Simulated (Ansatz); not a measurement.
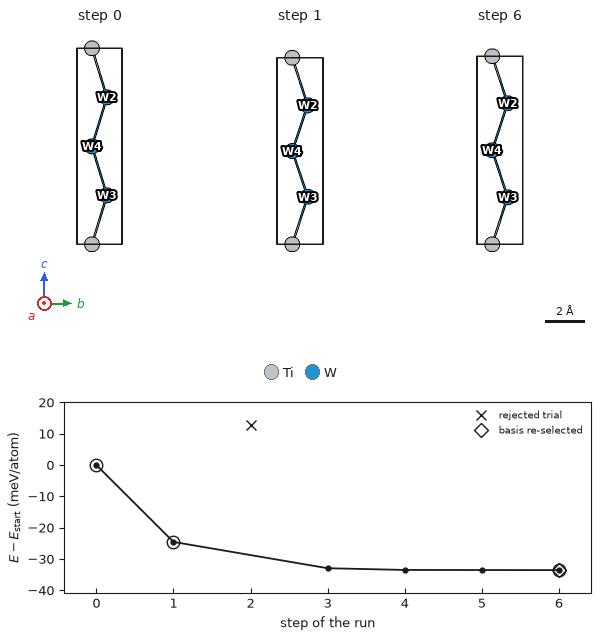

Frames of a relaxation of a crystal of TiW$_{3}$ (a generated structure, set up in P-6m2), marked on the history of the run. Style: ball-and-stick. Shown: the cell of the calculation, along the a axis.

Method: Ansatz, DFT PBE, scalar-relativistic, plane waves, PAW. (plane-wave cutoff 420 eV; k-point mesh 18 × 18 × 6; occupations gaussian; smearing width 0.1 eV; no spin polarisation; cell and atoms relaxed; force threshold 0.01 eV/Å; at most 80 steps)

### What happens along the run?

After 4 accepted moves (6 points after the start) the energy has fallen by 33.5 meV per atom. Largest force component: 0.22 eV/Å at the start, 0.00084 eV/Å at the end. Pressure: 2.31 GPa at the start and 0.02 GPa at the end. The line search rejected the trial step at point 2 of the run. The SCF was repeated once at an unchanged geometry on a basis and grid sized afresh for the cell, which shifted the energy by less than 0.05 meV per atom at most. No atom moves by more than 0.005 Å relative to the cell. Cell: a = b 2.727 → 2.785 Å (+2.1 %), c 10.286 → 9.870 Å (−4.0 %). Volume +0.1 %. Near-neighbour distances that change, for instance: W–W 3.015 → 2.945 Å, Ti–W 3.015 → 2.946 Å, W–W 2.727 → 2.785 Å, Ti–Ti 2.727 → 2.785 Å. The space group stays P-6m2 (No. 187). From step 0 to 1: W atoms move most (0.05 Å), volume −0.3 %, energy −24.5 meV per atom. From step 1 to 6: W atoms move most (0.05 Å), volume +0.3 %, energy −9.0 meV per atom.

```csv
step,"E − E(0), meV/atom","largest force component, eV/Å","pressure, GPa","volume, Å³/atom",note
0,0.00,0.2227,2.31,16.563,
1,-24.53,0.6513,1.35,16.517,
2,12.85,1.2424,7.18,16.025,rejected
3,-32.93,0.0003,-1.28,16.658,
4,-33.48,0.0061,-0.15,16.583,
5,-33.51,0.0008,0.02,16.574,
6,-33.52,0.0008,0.02,16.574,"same geometry, new basis"
```
